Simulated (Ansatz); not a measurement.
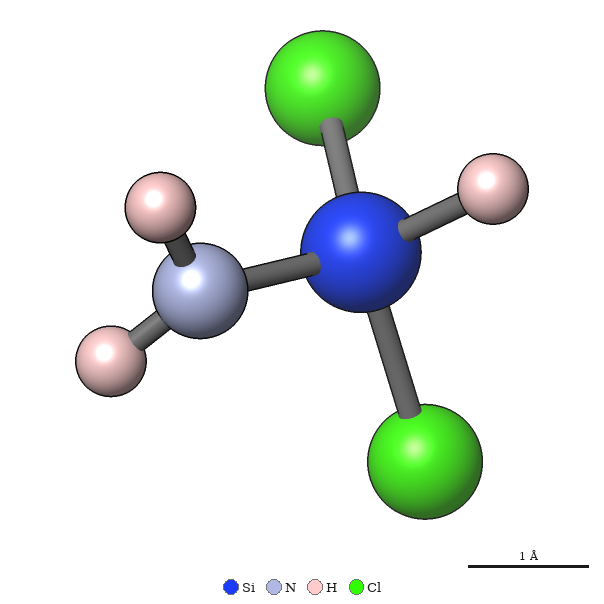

Ball-and-stick drawing of a structure.

Computed geometry: PBE0-D4/def2-TZVP optimisation.

Description:

The molecule is Cl₂H₃NSi. The point group is C1. Coordination, clear cases only: 1 Si tetrahedral.

More results for the same structure follow; atom numbers are the same in all pictures, views and colours differ.

Shape

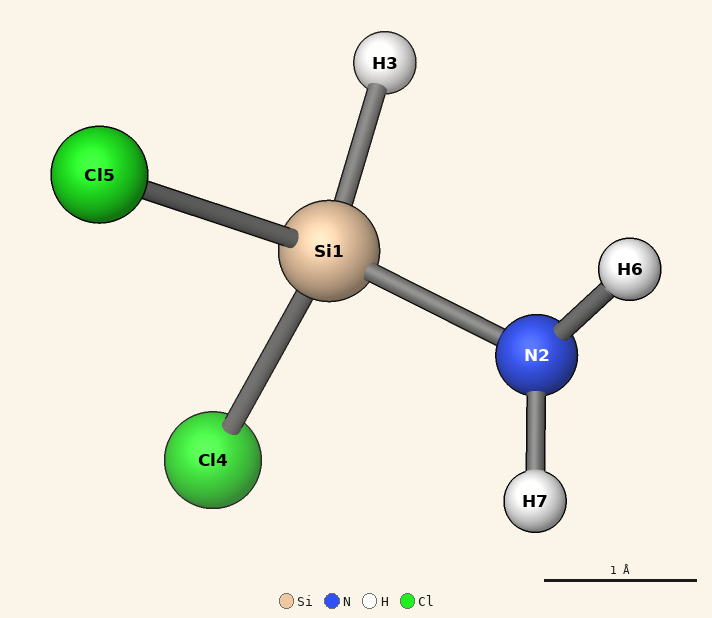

Atoms carry their numbers in the input.

Which atoms are bonded, and how long are the bonds?

| bond | length (Å) |
| --- | --- |
| Si1–N2 | 1.692 |
| Si1–H3 | 1.472 |
| Si1–Cl4 | 2.041 |
| Si1–Cl5 | 2.056 |
| N2–H6 | 1.008 |
| N2–H7 | 1.008 |

Electronic properties

Method: RKS PBE0-D4/def2-TZVP (Ansatz 0.2.0).

Question: Estimate the dipole moment.

Answer: 2.34 D.

Question: Estimate the dispersion correction.

Answer: −15.7 kJ/mol.

Vibrations

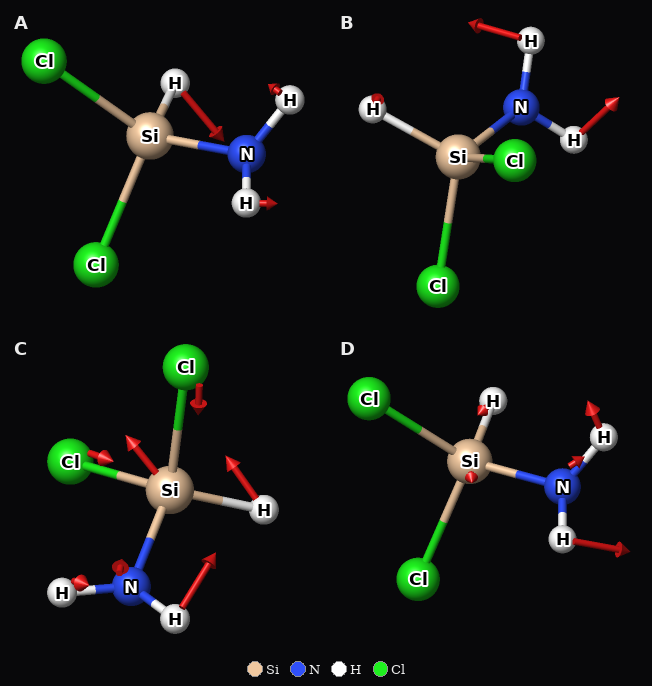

4 normal modes of one molecule or complex, as arrows. Harmonic vibrations computed with RKS PBE0-D4/def2-TZVP (Ansatz 0.2.0) at a stationary point of the same level.

Question: Match the panels to the wavenumbers 126 cm⁻¹, 295 cm⁻¹, 510 cm⁻¹, 833 cm⁻¹.

Answer: A: 833 cm⁻¹, Cl–Si–H bending
B: 126 cm⁻¹
C: 510 cm⁻¹
D: 295 cm⁻¹

Charges

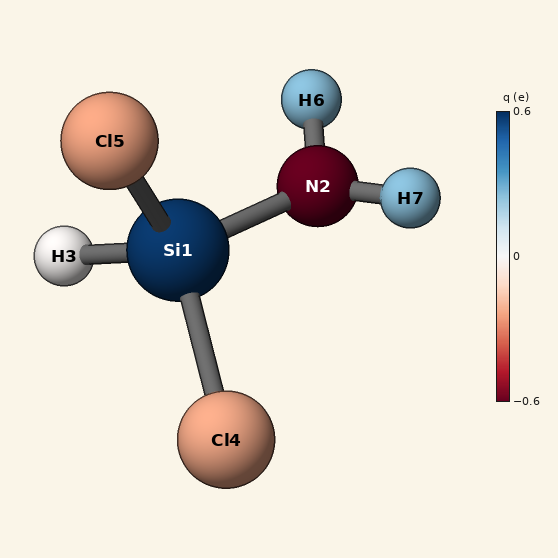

Atoms are coloured by their Mulliken charges. Properties computed with RKS PBE0-D4/def2-TZVP (Ansatz 0.2.0).

Question: Which atom carries the highest charge (most positive or least negative)?

Answer: Si1 (0.58 e).

Question: And the lowest?

Answer: N2 (−0.60 e).

List the Mulliken charges.

| atom | value (e) |
| --- | --- |
| Si1 | 0.58 |
| N2 | −0.60 |
| H3 | −0.01 |
| Cl4 | −0.23 |
| Cl5 | −0.24 |
| H6 | 0.25 |
| H7 | 0.25 |

Mulliken values depend strongly on the basis set and can even reverse the polarity of a bond.
